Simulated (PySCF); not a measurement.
```yaml
atoms:
  - { symbol: C, position_ang: [2.8274, -0.5563, 0.4858] }
  - { symbol: C, position_ang: [1.6450, -0.3417, 0.4520] }
  - { symbol: Si, position_ang: [-0.1727, -0.0210, 0.4385] }
  - { symbol: C, position_ang: [-1.1679, -1.3851, -0.4102] }
  - { symbol: Br, position_ang: [-0.8246, 0.1184, 2.5862] }
  - { symbol: C, position_ang: [-0.5085, 1.7131, -0.2859] }
  - { symbol: Cl, position_ang: [-0.0917, 1.7320, -2.0261] }
  - { symbol: H, position_ang: [3.8629, -0.7413, 0.5084] }
  - { symbol: H, position_ang: [-2.2354, -1.1814, -0.3648] }
  - { symbol: H, position_ang: [-0.9932, -2.3453, 0.0678] }
  - { symbol: H, position_ang: [-0.8879, -1.4758, -1.4553] }
  - { symbol: H, position_ang: [0.0969, 2.4807, 0.1926] }
  - { symbol: H, position_ang: [-1.5545, 2.0043, -0.2067] }
```

Geometry: GFN2-xTB.

The calculation used CAM-B3LYP/def2-SVPD, SCF density, gas phase (PySCF 2.14.0).

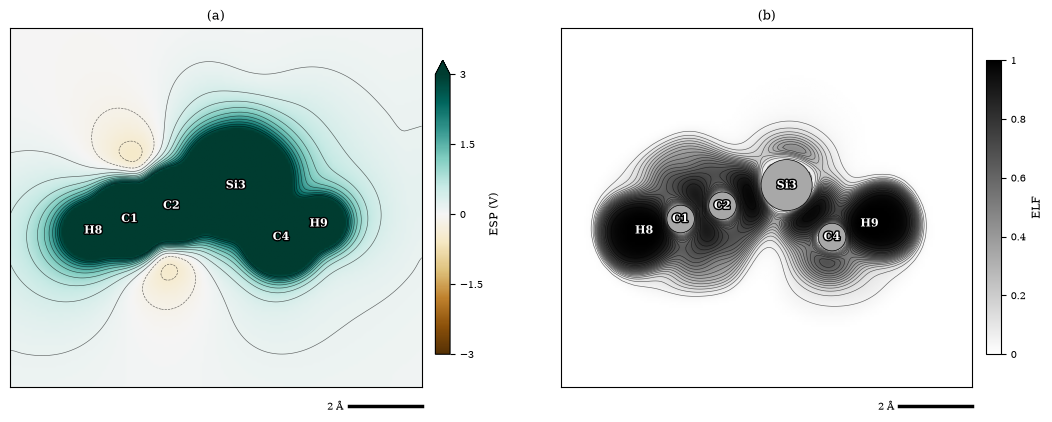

C4H6BrClSi. (a) molecular electrostatic potential; (b) electron localisation function on the plane of atoms C2, Si3 and C4. Grey discs cover the atomic cores in the ELF map.

Q: Interpret the plot.

A:
- The section cuts through C, Si and H sites.
- C–C (1.20 Å): the ELF peaks at about 0.85 between the atoms; a multiple bond.
- C–Si (1.85 Å): the ELF peaks at about 1 between the atoms; a covalent bond.
- C–H (1.05 Å): the ELF climbs to about 1 towards the hydrogen, as it does in any bond to H (an ordinary covalent bond to hydrogen).
- C–Si (1.89 Å): the ELF peaks at about 0.95 between the atoms (a shared electron pair).
- Outside the dense part of the molecule the potential is most negative (−0.5 V) near C2.
